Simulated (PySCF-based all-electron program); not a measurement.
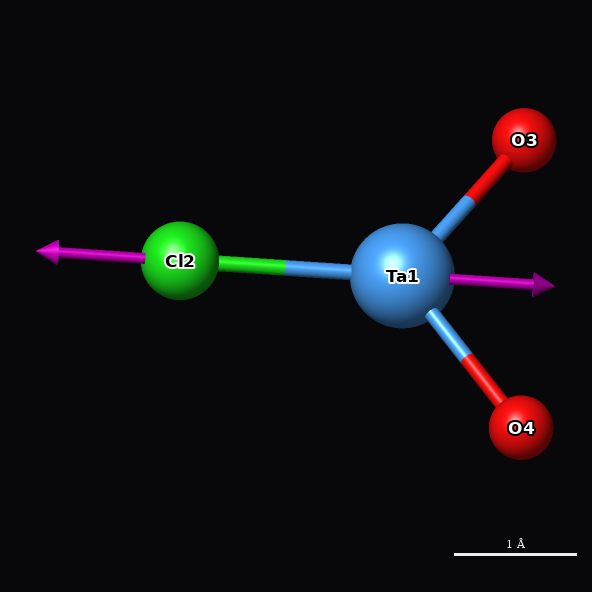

Arrows show the forces on the atoms, 0.04 Å of arrow for 1 eV/Å; forces under a tenth of the largest aren't drawn. The species is neutral and a spin singlet. Level of theory: PBE, all-electron, scalar-relativistic (Koelling-Harmon), large uncontracted Gaussian sets (PySCF-based all-electron program).

Question: Which bond do the forces act along most?

Answer: Ta1–Cl2, now 1.840 Å: the forces push its atoms apart, so a first step downhill lengthens it.

List the force components in the frame of the picture (x right, y up, z towards the viewer), in eV/Å.

| atom | Fx | Fy | Fz |
| --- | --- | --- | --- |
| Ta1 | 21.81 | −1.48 | −1.86 |
| Cl2 | −22.49 | 1.52 | 1.92 |
| O3 | 0.36 | 1.40 | −0.98 |
| O4 | 0.33 | −1.45 | 0.92 |
